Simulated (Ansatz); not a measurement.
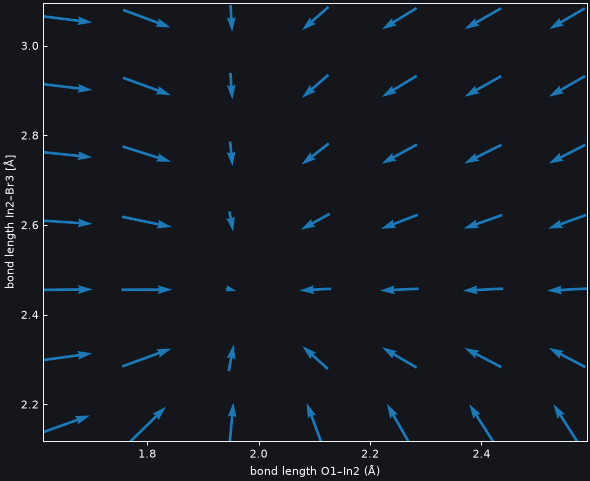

Br2HInO, SMILES [OH][In]([Br])[Br]. 
- The first coordinate is: bond length O1–In2; the second: bond length In2–Br3.
- Nothing is relaxed (all other coordinates rigid).
- Grid: 7 × 7 points.
- Points are written as (first, second).
- Method: RKS PBE0-D4/def2-TZVP in Ansatz.

In the figure: arrows along the force (downhill), their lengths compressed.

Question: The arrows alone are given. Where is the energy lowest?

Answer: The arrows converge at about (1.962 Å, 2.447 Å) (read from the interpolated surface).

The energy map of the same scan:

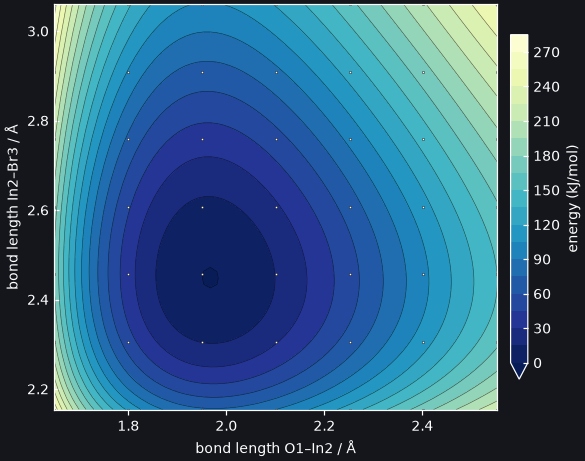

Energies are in kJ/mol, from the lowest grid point; between grid points the surface is interpolated.
